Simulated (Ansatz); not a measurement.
Run report: B$_{3}$H$_{3}$ (charge −1), single-point calculation

- system: B$_{3}$H$_{3}$, charge −1, multiplicity 4
- method: UKS PBE0-D4/def2-TZVPD (Ansatz 0.2.0)

The geometry comes from this level: r2SCAN-D4/def2-TZVPD.

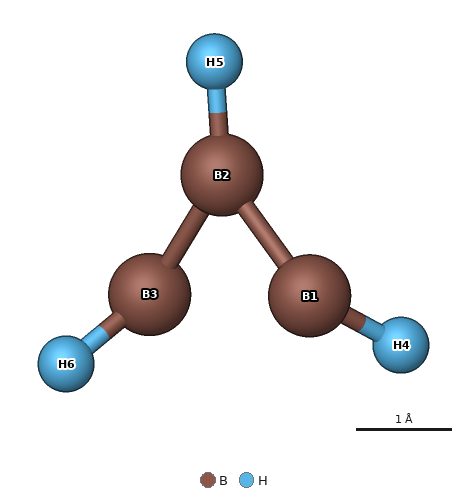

Fig. 1: The structure as given in the input (ball-and-stick view, seen at a tilt; atoms are numbered from 1 in the order of the input). Bond lengths as drawn: B–B 1.62 Å and B–H 1.20 to 1.21 Å.

## Results in brief

| quantity | value |
| --- | --- |
| outcome | converged |
| total energy | −2070.8439 eV |
| mean-field energy | −2070.7630 eV |
| dispersion energy | −0.0810 eV |
| ⟨S²⟩ | 3.784 |
| SCF solution under orbital rotations | stable |
| HOMO (either spin) | 0.95 eV |
| LUMO (either spin) | 2.35 eV |
| hardware | 4 threads of Arm Neoverse V1, 23 GiB of memory available, shared host |
| wall time | 1.4 s (CPU time 5 s) |
| peak memory | 0.21 GiB |

The highest filled orbital lies above zero: either the extra electron isn't bound at this level, or the self-interaction error of the functional lifts the level.

## The input
```yaml
crystal:
  periodic: [false, false, false]
  atoms:
    - {symbol: B, position_ang: [-0.149410, -0.848714, 0.658247]}
    - {symbol: B, position_ang: [0.185268, -0.236706, -0.805711]}
    - {symbol: B, position_ang: [-0.034895, 1.079149, 0.119013]}
    - {symbol: H, position_ang: [-1.175794, -1.189296, 1.195899]}
    - {symbol: H, position_ang: [0.446959, -0.562554, -1.932316]}
    - {symbol: H, position_ang: [0.727873, 1.758121, 0.764857]}
basis:
  gaussian: {orbitals: def2-TZVPD, initial_orbitals: start.molden}
total_charge: -1
magnetization: {spin_polarized: true, initial_magnetization: 3}
hamiltonian: {xc: pbe0, dispersion: d4}
scf: {omitted_lower_state_checks: [starts]}
output: {orbitals: {seedname: orbitals}}
```

Command:
```bash
ansatz run in.yaml --threads 4 --pin off --events-out ev --progress --plain --max-ram 3916MiB
```

## Log
```
Functional definition: PBE0
  name "PBE0"
  cite "Adamo & Barone, J. Chem. Phys. 110, 6158 (1999) doi:10.1063/1.478522"
  cite "Perdew, Burke & Ernzerhof, Phys. Rev. Lett. 77, 3865 (1996) doi:10.1103/PhysRevLett.77.3865"
  parent pbe
  parameter a = 0.25
  parameter kappa = 0.804
  parameter beta = 0.06672455060314922
  exchange = (1 - a)*pbe_x(kappa = kappa, mu = beta*pi^2/3) + a*exact_x
  correlation = pbe_c(beta = beta)
these checks for a lower state are left out or cut short: starts
648 factors; their error is unknown
mean field evaluation 1: about -2069.5009 eV, gradient 3.8e1 eV
mean field evaluation 2: about -2070.7194 eV, gradient 1.3e0 eV
mean field evaluation 4: about -2070.7626 eV, gradient 2.0e-1 eV
mean field evaluation 8: about -2070.7629 eV, gradient 6.8e-5 eV
mean field -2070.76290152 eV, -76.0991330173 hartree, gradient 6.8e-5 eV, S^2 3.784400; 0 other end points of the search recorded, 0 dependent functions left out
reference -2070.76295381 eV, -76.0991349391 hartree; 11, 8 occupied and 127, 130 virtual orbitals, 648 factors
Total energy: -2070.84393674 eV, -76.1021110069 hartree
Checks for a lower state left out: starts
```

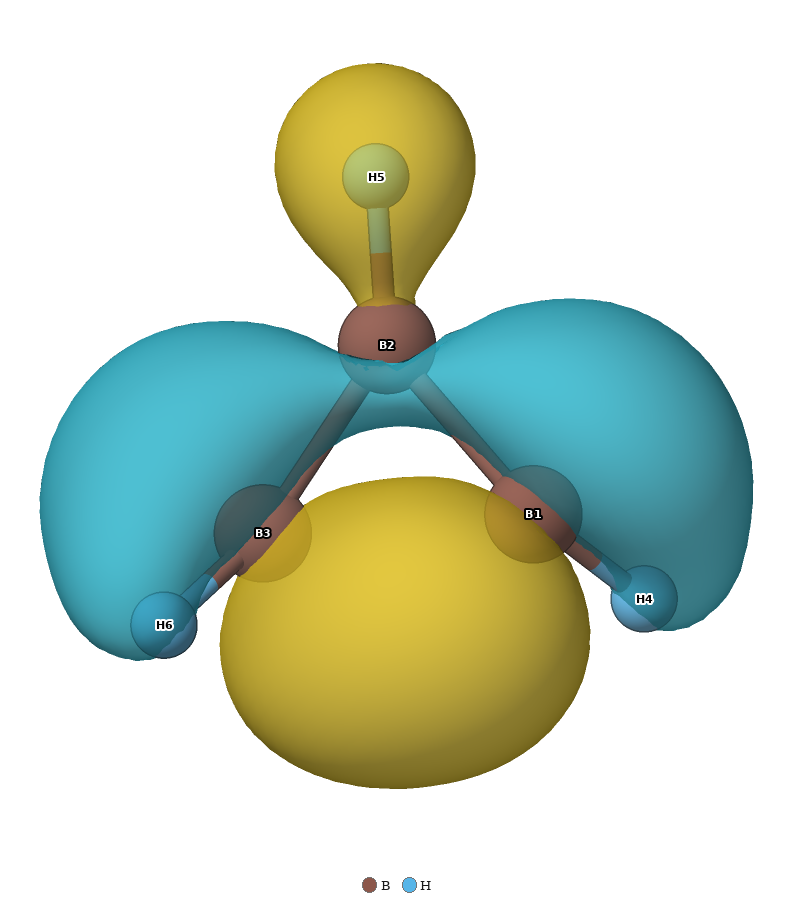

Fig. 2: The HOMO−1 (α) at ±0.1 Å⁻³ᐟ² (yellow and cyan are the two phases), seen face on. By Hirshfeld shares it lies mainly on B1 (35 %), B3 (35 %) and B2 (15 %). Its energy is −0.45 eV.

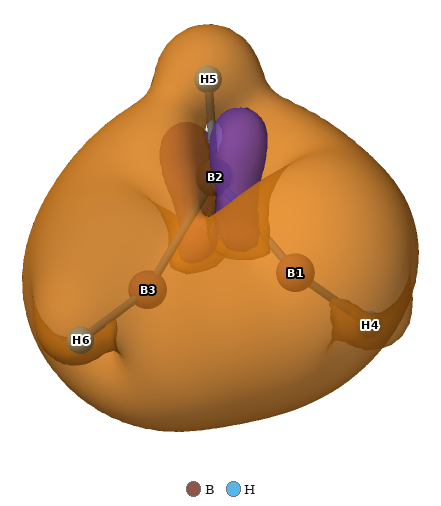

Fig. 3: Isosurfaces of the spin density (α minus β) at +0.015 (orange) and −0.015 e/Å³ (purple), seen face on. The unpaired spin (3 electrons) lies mostly on B1 (about 1.1), B3 (about 1.1), B2 (about 0.5), H4 (about 0.1) and H6 (about 0.1), in electrons by Hirshfeld's partition.

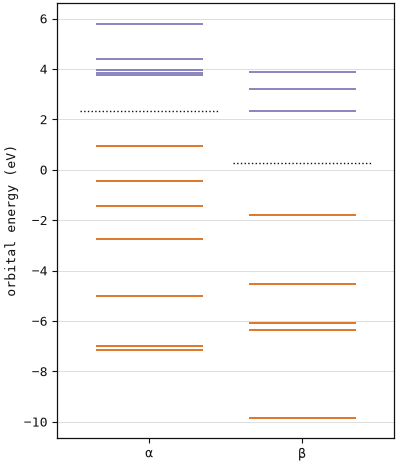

Fig. 4: Orbital energies near the frontier for α and β spins; the dotted line parts filled from empty levels, and levels within 0.02 eV of each other stand side by side. α: highest filled 0.95 eV, lowest empty 3.74 eV, 2.79 eV apart; β: highest filled −1.78 eV, lowest empty 2.35 eV, 4.13 eV apart.
